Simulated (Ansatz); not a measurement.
The starting structures come from a database of crystals and need not be the phases stable at ambient conditions.

 Where the default PAW files enter, the runs use the earlier of Ansatz's two default sets.

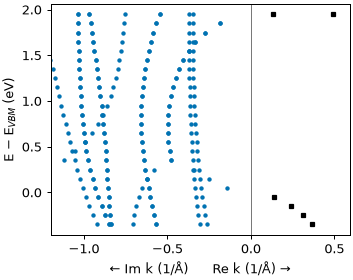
Figure: Complex bands at the centre of the two-dimensional zone; r2SCAN in Ansatz (an electronic-structure program)

The gap is the functional's own, uncorrected, and κ follows it; spin-orbit coupling is left out. Mid-gap values are interpolated between the computed energies.

### Question
This is VPO5 (P4/n, not sure to be the ambient phase, 14 atoms a cell, 11.9 Å³ an atom, -4 GPa at this level) along the normal of (100). Read off the slowest decay at the centre of the two-dimensional zone at 0.85 eV, the computed energy nearest the middle of the gap.

### Answer
κ ≈ 0.34 1/Å, a decay length 1/(2κ) of the density of 1.5 Å.
